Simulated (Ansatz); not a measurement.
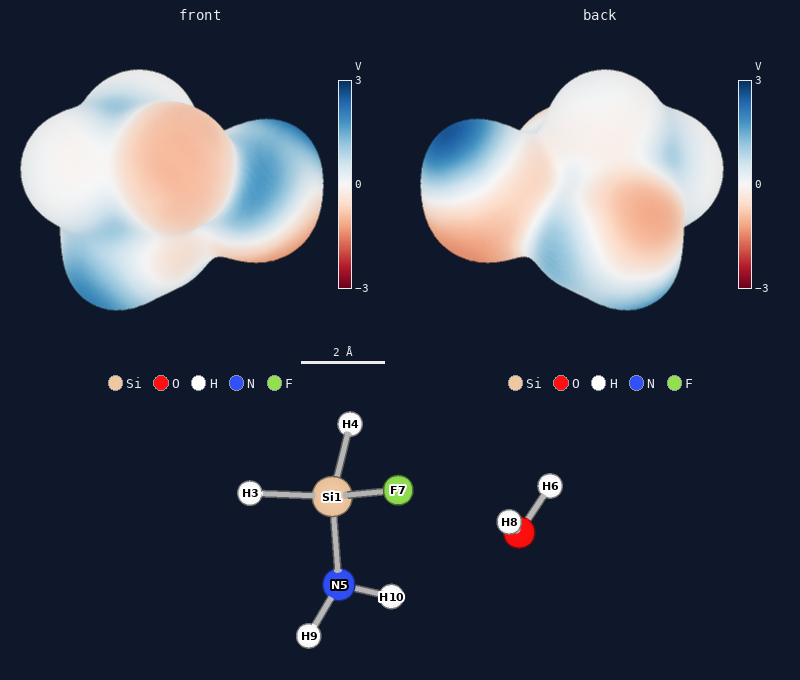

The picture shows: FH4NSi···H2O. The molecular electrostatic potential painted on the density surface at 0.002 e/bohr³, seen from the front and from behind; red is negative and blue positive. The bare structure is drawn below in the same view.

The product side of a reaction path; geometry: PBE0-D4/def2-TZVP.

Computed with RKS PBE0-D4/def2-TZVPP in Ansatz.

| atom | x (Å) | y (Å) | z (Å) |
| --- | --- | --- | --- |
| Si | -1.0039 | 0.1644 | -0.6183 |
| O | 1.3620 | -0.9708 | 1.2361 |
| H | -1.8788 | 0.6498 | -1.7095 |
| H | -1.7534 | -0.2543 | 0.5850 |
| N | 0.1084 | 1.3806 | -0.2457 |
| H | 1.0967 | -1.5584 | 1.9468 |
| F | -0.3261 | -1.2018 | -1.1634 |
| H | 1.1741 | -1.4520 | 0.4234 |
| H | 0.4388 | 2.0266 | -0.9421 |
| H | 0.7821 | 1.2159 | 0.4876 |

Question: Describe the electrostatic potential map.

Answer: The most negative region (about −1.3 V) lies over O2, the most positive (about +2.4 V) over H6. O2 is the likeliest acceptor of a hydrogen bond.
